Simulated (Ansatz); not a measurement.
Consider C₁₂H₂₃NSi.

```xyz
37

Si    0.6165    0.8009    0.2853
C     0.3409    1.2236    2.0958
C     1.3483    1.4271    2.9606
H    -0.6811    1.3650    2.4770
H     2.3978    1.3261    2.6569
H     1.1715    1.7121    4.0057
C     2.4477    0.4872    0.0070
C     3.2931    1.3832   -0.5276
H     2.8606   -0.4826    0.3272
H     2.9431    2.3678   -0.8643
H     4.3640    1.1793   -0.6547
C     0.1185    2.2997   -0.7399
C    -0.2058    3.5006   -0.2332
H     0.0713    2.1828   -1.8346
H    -0.1756    3.6935    0.8471
H    -0.5085    4.3453   -0.8657
N    -0.2427   -0.6453   -0.2022
C     0.1766   -1.2834   -1.4600
C     0.5045   -2.7678   -1.2703
C    -0.8175   -1.0669   -2.6079
C    -1.5103   -1.1133    0.3765
C    -1.3154   -1.7498    1.7555
C    -2.5904   -0.0267    0.3899
H     1.1194   -0.7851   -1.7560
H    -0.3881   -3.3445   -0.9751
H     0.8870   -3.2087   -2.2053
H     1.2663   -2.8969   -0.4858
H    -1.7839   -1.5590   -2.4079
H    -1.0105    0.0065   -2.7608
H    -0.4255   -1.4853   -3.5492
H    -1.8813   -1.9131   -0.2892
H    -0.9461   -1.0139    2.4867
H    -0.5752   -2.5629    1.7007
H    -2.2629   -2.1649    2.1378
H    -3.5480   -0.4236    0.7652
H    -2.3068    0.8191    1.0373
H    -2.7515    0.3742   -0.6226
```

Geometry: r2SCAN-D4/def2-SVP.

These are results of RKS PBE0-D4/def2-TZVP (Ansatz 0.2.0), not measurements.

What can the converged electron density and electron localisation function tell about the bonding?

Answer. C–C (1.34 Å): ρ is about 2.3 e/Å³ halfway; the ELF peaks at about 0.90 between the atoms (a short, multiple covalent bond).
C–Si (1.88 Å): ρ is about 0.97 e/Å³ halfway; the ELF peaks at about 1 between the atoms (localised, covalent bonding).
C–H (1.10 Å): the density is about 2 e/Å³ at the midpoint; the ELF climbs to about 1 towards the hydrogen, as it does in any bond to H: an ordinary covalent bond to hydrogen.

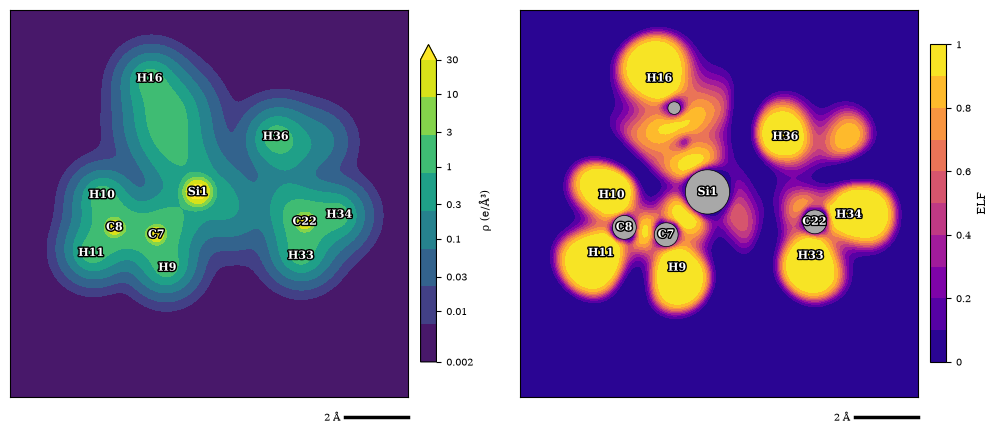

Computed electron density and electron localisation function on the plane of atoms Si1, C7 and C8, in this order. Grey discs cover the atomic cores in the ELF map. 
